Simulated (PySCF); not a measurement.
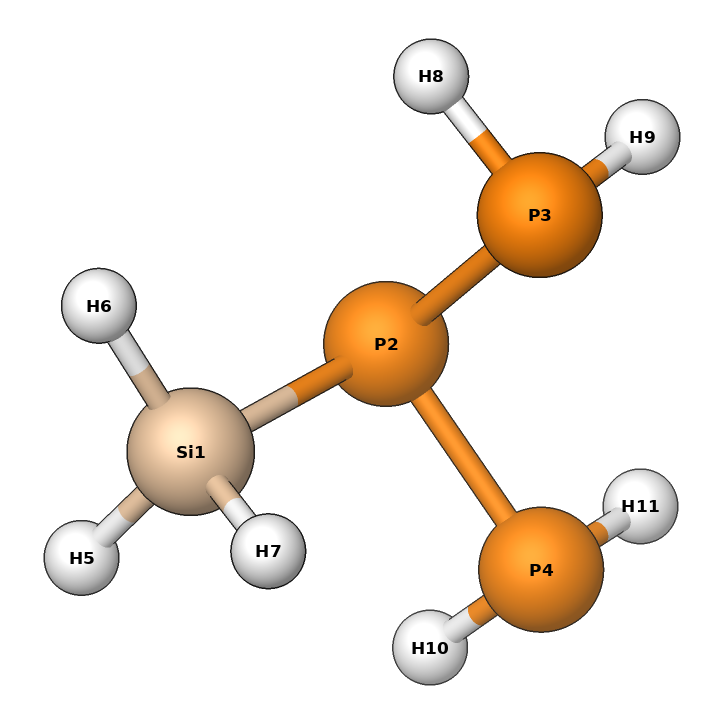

The geometry was computed by an optimisation with GFN2-xTB. No frequency run is at hand to confirm it as a minimum. Properties computed with delta-SCF UKS SCAN, pcX-2 on the ionised atom, pcseg-1 elsewhere, spin-free X2C (PySCF 2.14.0).

Give the core-electron binding energies (to vacuum; p and d levels without spin–orbit splitting) of Si1 1s, Si1 2p, P2 1s, P2 2p, P3 1s, P3 2p.

| atom | level | binding energy (eV) |
| --- | --- | --- |
| Si1 | 1s | 1846.4 |
| Si1 | 2p | 106.9 |
| P2 | 1s | 2149.3 |
| P2 | 2p | 136.1 |
| P3 | 1s | 2149.9 |
| P3 | 2p | 136.7 |

The geometry is semi-empirical. Around P, Si such bond lengths and angles can be off by a tenth of an ångström or more and by several degrees, and values that hang on the shape move with them.
